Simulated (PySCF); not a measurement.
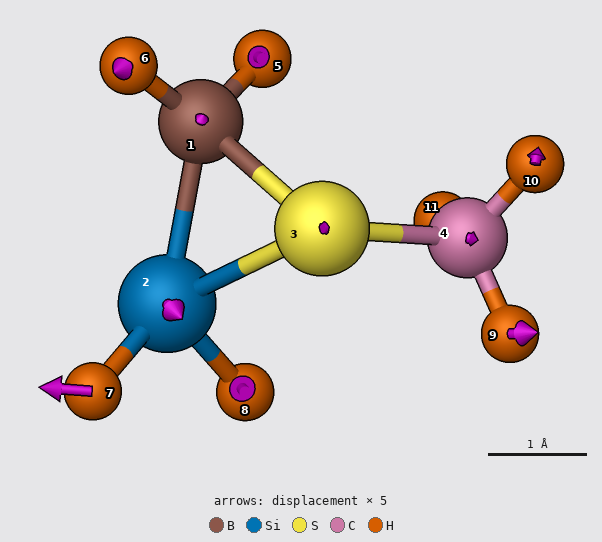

A relaxation of CH7BSSi. The starting structure is drawn; purple arrows show the displacements, magnified 5 times. The two geometries are superimposed by the best rigid fit.

A ball-and-stick model, seen face on.

The start comes from GFN2-xTB.

Theory: PBE0-D3(BJ)/def2-SVP geometry optimisation, gas phase (PySCF). 

Q: Which element moves most?

A: Hydrogen: up to 0.11 Å, against 0.07 Å for silicon.

Q: What did the optimiser do to the structure, and how much energy did it gain?

A: The atom that moves furthest after the best rigid fit is H7 (0.11 Å). By element the largest moves are H 0.11 Å, Si 0.07 Å, C 0.03 Å, B 0.02 Å, S 0.02 Å. Some distances before and after: Si2–S3 2.304 → 2.265 Å, B1–Si2 1.931 → 1.969 Å, B1–H5 1.178 → 1.209 Å, Si2–H7 1.465 → 1.492 Å. Bond angles that change, for instance: S3–Si2–H7 100.7° → 106.8°, H7–Si2–H8 103.9° → 109.2°, S3–Si2–H8 101.2° → 104.8°. After 4 geometry steps the energy has fallen by 0.121 eV. Largest force component: 0.74 eV/Å at the start, 0.022 eV/Å at the end.
